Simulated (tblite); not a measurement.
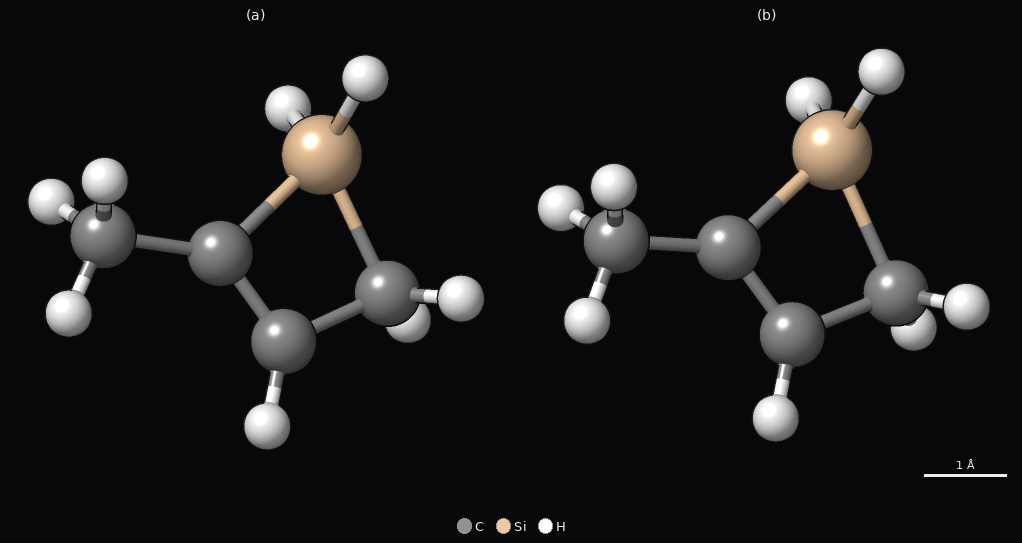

The structure of C4H8Si before (left) and after (right) a relaxation, at one scale.

A ball-and-stick model, seen at a tilt.

These are results of GFN2-xTB geometry optimisation, gas phase in tblite 0.8.0, not measurements. 

> Describe what moved and what it gained.

The largest moves after the best rigid fit, 0.16 Å, are those of H atoms. Largest moves by element: H 0.16 Å, C 0.09 Å, Si 0.06 Å. Among the contacts that change: C–C 1.566 → 1.489 Å, C–Si 1.888 → 1.927 Å, C–C 1.544 → 1.507 Å, H–Si 1.486 → 1.463 Å. Bond angles that change, for instance: H–Si–H 117.5° → 111.0°, C–C–Si 131.2° → 136.9°, C–Si–H 112.5° → 117.8°. The energy falls by 0.242 eV in 32 geometry steps. The run took 0.27 s on 1 thread of Arm Neoverse N1, on a shared host.
